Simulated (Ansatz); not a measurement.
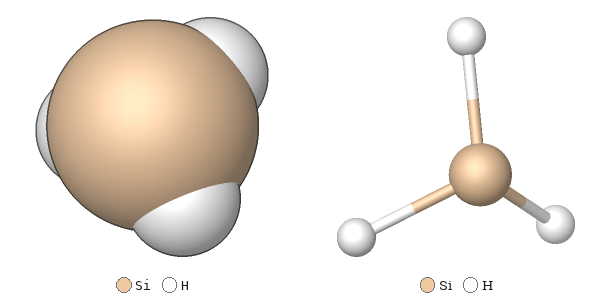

Both panels show the same species.

The species is neutral and a spin doublet. Computed geometry: PBE0-D4/def2-TZVP optimisation.

Identify the structure.

Formula SiH₃. The point group is C3v. It is an open-shell species. Coordination: 1 Si trigonal pyramidal.
